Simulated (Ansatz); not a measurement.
## Electronic structure of F2Ge2H4O···HBr in real space

```xyz
11

Ge    0.0070    0.0401   -0.0067
O    -0.1281    0.1810    1.7634
H    -1.0563    0.0741    2.0496
Ge    2.2739    0.0709   -0.8904
H     2.5705   -1.2909   -1.5488
H     2.3040    1.2142   -1.9343
H     3.2367    0.3790    0.2780
F    -0.9146    1.4027   -0.6292
F    -1.0001   -1.3153   -0.4850
Br    1.7815   -2.6459    1.6176
H     1.0460   -1.5745    2.3830
```

Not at a stationary point (largest force 1.2 eV/Å).

Method: RKS PBE/def2-SVP in Ansatz 0.2.0.

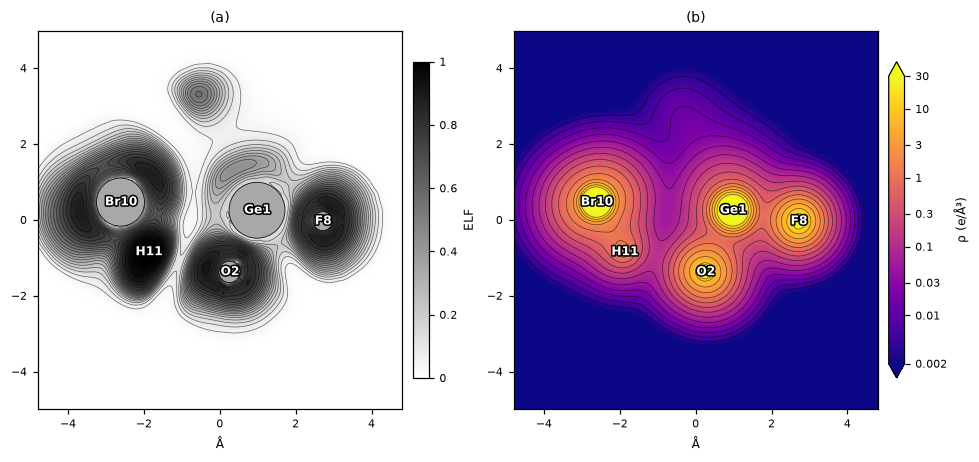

Figure 1. (a) electron localisation function; (b) total electron density on the plane of atoms O2, Ge1 and F8. Grey discs cover the atomic cores in the ELF map.

Describe what can be read from this map.

Atoms in the plane: Ge, O, F, Br and H.
O2···H11 (2.20 Å): the density falls to about 0.13 e/Å³ on the way; the ELF dips to about 0.10 between them.
Ge–F (1.76 Å): ρ at the midpoint is about 0.88 e/Å³; the ELF peaks at about 0.80 in the valence shell of F, 0.5 Å from its nucleus, and is about 0.25 at the midpoint.
Ge–O (1.78 Å): the density is about 0.95 e/Å³ at the midpoint; the ELF peaks at about 0.85 in the valence shell of O, 0.6 Å from its nucleus, and is about 0.30 at the midpoint.
Br–H (1.51 Å): ρ is about 1.4 e/Å³ halfway; the ELF climbs to about 1 towards the hydrogen, as it does in any bond to H.
The ELF also peaks beside F8 and Br10, away from the bonds: lone-pair regions.

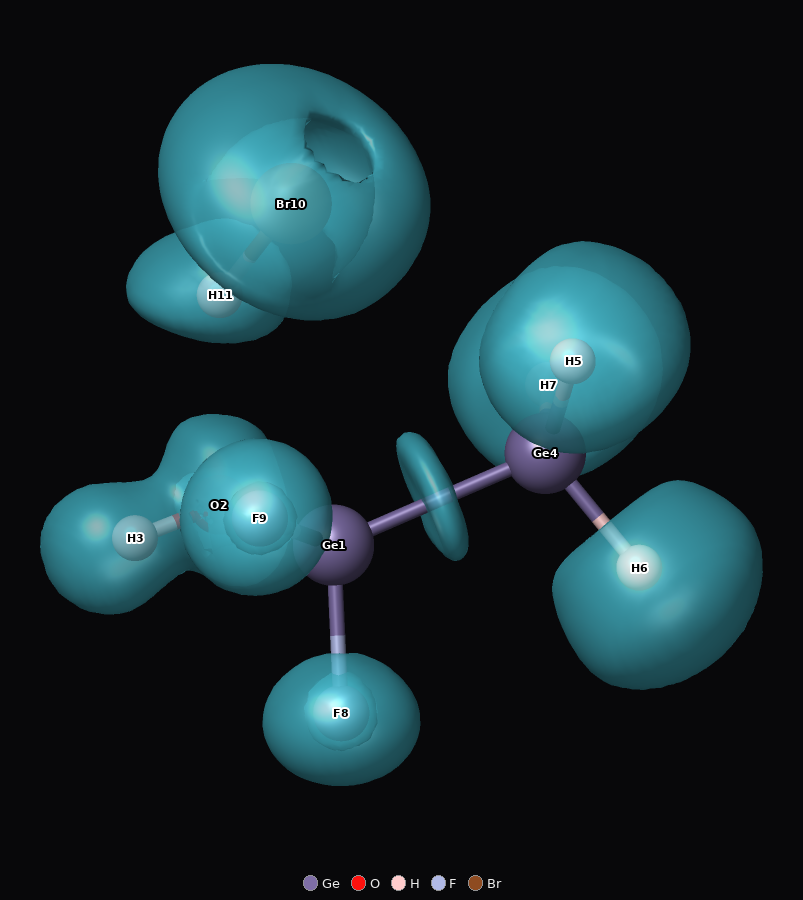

Figure 2. Isosurface of the ELF at 0.75 (cyan), seen across its widest extent. Core shells and regions of very low density are left out.

What do the ELF domains correspond to?

The ELF exceeds this value in one region between bonded Ge–Ge atoms (shared pairs), four regions around hydrogen nuclei, one ring or bowl of non-bonding electrons around Br, two regions wrapped around F (the valence shell of each) and one joined region spread over several atoms (H, O), in which their bonds and any lone pairs are merged. Along the contacts the grid gives the following. Ge–F (1.75 Å): the ELF peaks at about 0.80 in the valence shell of F, 0.5 Å from its nucleus, and is about 0.25 at the midpoint.

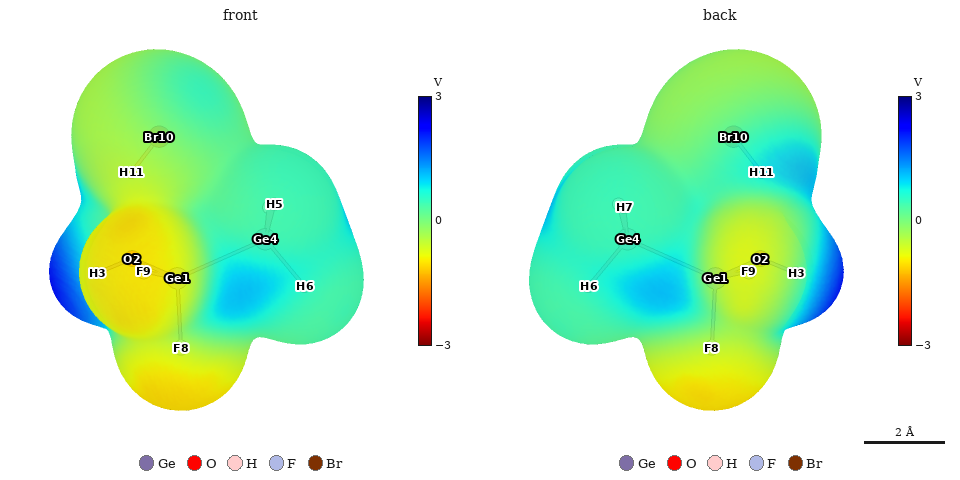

Figure 3. The electrostatic potential painted on the density surface at 0.001 e/bohr³, seen from the front and from behind; the colour scale runs from red (negative) to blue (positive).

Describe the electrostatic potential map.

The most negative region (about −1.1 V) lies over F8 and F9, the most positive (about +2.1 V) over H3. Br10 shows a σ-hole: about +0.6 V at the tip opposite its bond, against about −0.4 V on its flanks.
